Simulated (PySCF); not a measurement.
# C4H9ClGeO: the cost of one run

Programs: PySCF 2.14.0, with routines of our own; each step states its level. All values are computed. Atoms count from 0.

## Step 1: The starting structure

16 atoms, charge 0, multiplicity 1; geometry from: GFN2-xTB.

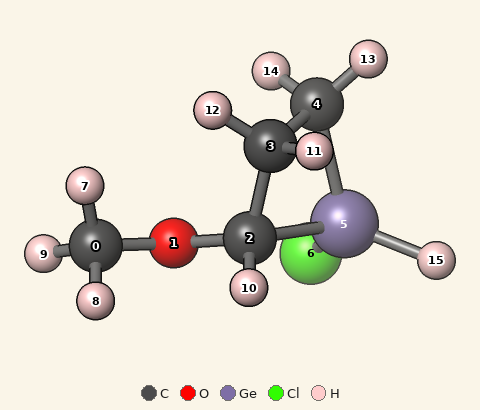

The starting geometry (carbon dark grey, oxygen red, germanium purple, chlorine green, hydrogen pink).

## Step 2: Circular dichroism and optical rotation: TDDFT B3LYP/aug-cc-pVDZ

Job settings and geometry (Å):

```
{"job": {"kind": "ecd", "xc": "B3LYP", "basis": "aug-cc-pVDZ", "nstates": 16}, "charge": 0, "multiplicity": 1}
C      2.353391     0.198419     0.174727
O      1.079850     0.644641    -0.217246
C      0.072387     0.497637     0.755197
C     -0.504493    -0.928181     0.842620
C     -1.545069    -0.940349    -0.287869
Ge    -1.601450     1.073120    -0.246608
Cl    -1.322352     2.132438    -2.041752
H      2.372626    -0.882046     0.357142
H      2.684346     0.715169     1.084510
H      3.030028     0.435063    -0.644342
H      0.409328     0.896578     1.719391
H     -0.986519    -1.051126     1.812512
H      0.256249    -1.701138     0.734176
H     -2.429645    -1.535000    -0.075012
H     -1.109764    -1.291791    -1.222010
H     -2.766509     1.745511     0.510635
```

Level: TDDFT B3LYP/aug-cc-pVDZ circular dichroism and optical rotation, one conformer, gas phase.

Launch:

```
> OMP_NUM_THREADS=1 python excited_run.py task.json out
```

The driver reads the jobs from task.json and runs them one after another.

**Question.** How long does this job take on 1 thread of AMD EPYC 9B45, shared host, and how much memory does it need?

About 86 s, with a peak of 1.1 GiB.
